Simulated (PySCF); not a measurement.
# SiSb at other levels of theory

Aim: see what other levels and later steps give for SiSb.

Computed with PySCF 2.14.0. Level: each script names its method and basis.

8 further runs of the same task are left out: 8 that didn't finish.

### Step 1. The starting structure

SiSb: 2 atoms, charge 0, spin multiplicity 2.

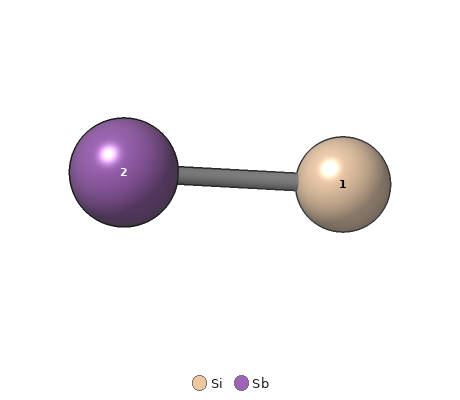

Start geometry, drawn with silicon light orange, antimony purple; atoms are numbered from 1 in the order of the file.

### Step 2. Base script

The input, input.py:

```python
from pyscf import gto, scf, mp

mol = gto.M(
    atom='Si 0 0 0; Sb 0 0 2.356',
    basis='def2-svp',
    ecp={'Sb': 'def2-svp'},
    charge=0,
    spin=1,
    symmetry=True,
    verbose=4,
)
mf = scf.UHF(mol)
mf.kernel()
mp.MP2(mf, frozen=9).kernel()
mf.dip_moment()
print('orbital energies (hartree):', [e[max(0, n-3):n+3].round(4) for e, n in zip(mf.mo_energy, mol.nelec)])
```

The run is started by

```bash
$ OMP_NUM_THREADS=1 python input.py
```

### Step 3. Lc_wpbe (UKS)

Run 1 changes functional: none (Hartree–Fock) → lc_wpbe; SCF type: UHF → UKS; step after the SCF: mp2 → analyze.

input.py, as its differences from that of step 2:

```diff
@@ -1,2 +1,2 @@
-from pyscf import gto, scf, mp
+from pyscf import gto, dft
 
@@ -11,5 +11,5 @@
 )
-mf = scf.UHF(mol)
+mf = dft.UKS(mol, xc='lc_wpbe')
 mf.kernel()
-mp.MP2(mf, frozen=9).kernel()
+mf.mulliken_pop()
 mf.dip_moment()
```

### Step 4. ROHF

Run 2 changes SCF type: UHF → ROHF.

The input, input.py:

```python
from pyscf import gto, scf, mp

mol = gto.M(
    atom='Si 0 0 0; Sb 0 0 2.356',
    basis='def2-svp',
    ecp={'Sb': 'def2-svp'},
    charge=0,
    spin=1,
    symmetry=True,
    verbose=4,
)
mf = scf.ROHF(mol)
mf.kernel()
mp.MP2(mf, frozen=9).kernel()
mf.dip_moment()
print('orbital energies (hartree):', mf.mo_energy[..., max(0, mol.nelec[1]-3):mol.nelec[0]+3].round(4))
```

### Step 5. Camb3lyp (UKS)

Run 3 changes functional: none (Hartree–Fock) → camb3lyp; SCF type: UHF → UKS; step after the SCF: mp2 → analyze.

input.py, as its differences from that of step 2:

```diff
@@ -1,2 +1,2 @@
-from pyscf import gto, scf, mp
+from pyscf import gto, dft
 
@@ -11,5 +11,5 @@
 )
-mf = scf.UHF(mol)
+mf = dft.UKS(mol, xc='camb3lyp')
 mf.kernel()
-mp.MP2(mf, frozen=9).kernel()
+mf.mulliken_pop()
 mf.dip_moment()
```

### Step 6. O3lyp (UKS)

Run 4 changes functional: none (Hartree–Fock) → o3lyp; SCF type: UHF → UKS; step after the SCF: mp2 → analyze.

input.py, as its differences from that of step 2:

```diff
@@ -1,2 +1,2 @@
-from pyscf import gto, scf, mp
+from pyscf import gto, dft
 
@@ -11,5 +11,5 @@
 )
-mf = scf.UHF(mol)
+mf = dft.UKS(mol, xc='o3lyp')
 mf.kernel()
-mp.MP2(mf, frozen=9).kernel()
+mf.mulliken_pop()
 mf.dip_moment()
```

Before running it: what results should come out? Wanted: for each run, E(SCF); from base; gap, α spin; SCF dipole; after the SCF.

As calculated:

| run | E(SCF) (hartree) | from base (eV) | cycles | gap, α spin (eV) | SCF dipole (D) | after the SCF |
| --- | --- | --- | --- | --- | --- | --- |
| base | -528.019706 | 0 | 16 | 8.15 | 0.72 | MP2 correlation -5.258 eV, core frozen |
| lc_wpbe (UKS) | -529.474015 | not comparable | 17 | 7.89 | 0.35 | n/a |
| ROHF | -528.012881 | +0.1857 | 13 | n/a | 0.72 | MP2 correlation -5.452 eV, core frozen |
| camb3lyp (UKS) | -529.556397 | not comparable | 18 | 5.88 | 0.38 | n/a |
| o3lyp (UKS) | -529.820965 | not comparable | 17 | 3.09 | 0.04 | n/a |

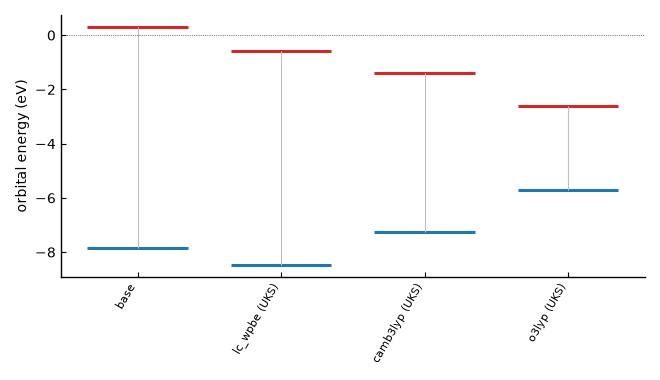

Frontier levels by run: filled blue, empty red. Open-shell runs show the α spin alone.

A lower total energy from another functional means nothing by itself. The dearest run is “camb3lyp (UKS)”, at 6.2 s against 1.2 s.
